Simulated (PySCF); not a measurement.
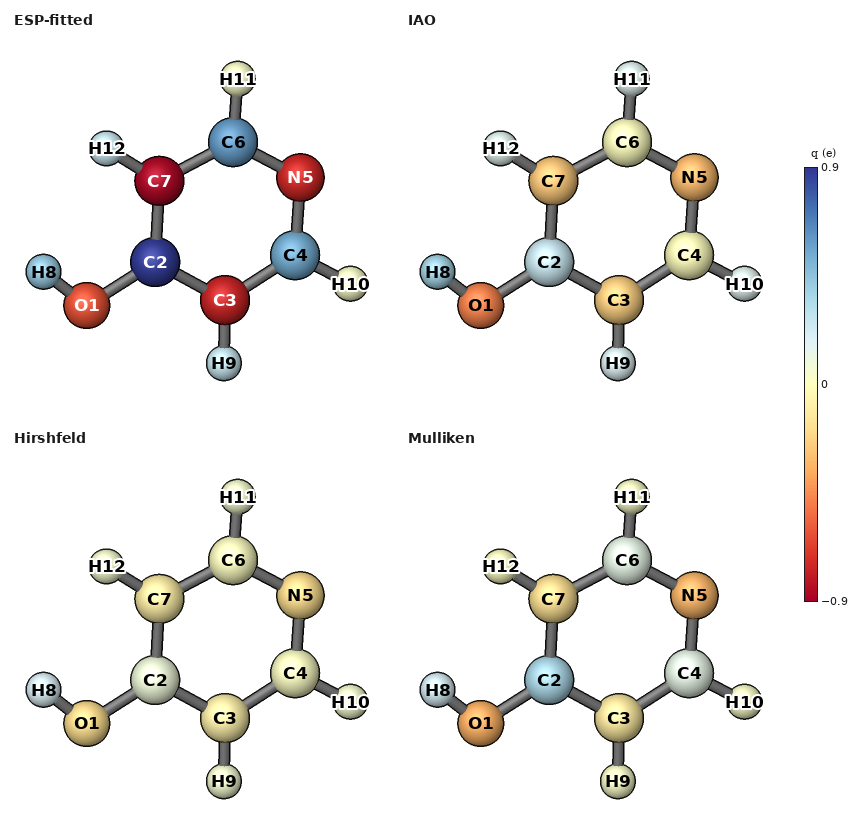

Atomic charges of one calculation by 4 schemes, on one colour scale. The computed structure is the end point of a PBE0-D3(BJ)/def2-TZVP optimisation. No frequency run is at hand to confirm it as a minimum. Level of theory: PBE0/pcSseg-2 (PySCF 2.14.0).

Which scheme gives the most polar picture (largest mean size of the charges)?

Answer. The ESP-fitted charges are the largest in size here, and the Hirshfeld charges the smallest.

On which atom do the schemes disagree most?

Answer. On C2 (from 0.09 to 0.87 e); C7 (from −0.86 to −0.08 e).

List the charges (e), one line for each set of equivalent atoms.

```json
{"atom": "O1", "ESP-fitted": "−0.62", "IAO": "−0.48", "Hirshfeld": "−0.18", "Mulliken": "−0.34"}
{"atom": "C2", "ESP-fitted": "0.87", "IAO": "0.25", "Hirshfeld": "0.09", "Mulliken": "0.35"}
{"atom": "C3", "ESP-fitted": "−0.76", "IAO": "−0.23", "Hirshfeld": "−0.08", "Mulliken": "−0.11"}
{"atom": "C4", "ESP-fitted": "0.54", "IAO": "0.00", "Hirshfeld": "0.01", "Mulliken": "0.13"}
{"atom": "N5", "ESP-fitted": "−0.74", "IAO": "−0.31", "Hirshfeld": "−0.18", "Mulliken": "−0.32"}
{"atom": "C6", "ESP-fitted": "0.59", "IAO": "0.00", "Hirshfeld": "0.01", "Mulliken": "0.13"}
{"atom": "C7", "ESP-fitted": "−0.86", "IAO": "−0.26", "Hirshfeld": "−0.08", "Mulliken": "−0.17"}
{"atom": "H8", "ESP-fitted": "0.42", "IAO": "0.38", "Hirshfeld": "0.18", "Mulliken": "0.21"}
{"atom": "H9", "ESP-fitted": "0.26", "IAO": "0.17", "Hirshfeld": "0.06", "Mulliken": "0.04"}
{"atom": "H10", "ESP-fitted": "0.03", "IAO": "0.16", "Hirshfeld": "0.05", "Mulliken": "0.03"}
{"atom": "H11", "ESP-fitted": "0.03", "IAO": "0.16", "Hirshfeld": "0.05", "Mulliken": "0.03"}
{"atom": "H12", "ESP-fitted": "0.24", "IAO": "0.15", "Hirshfeld": "0.05", "Mulliken": "0.01"}
```
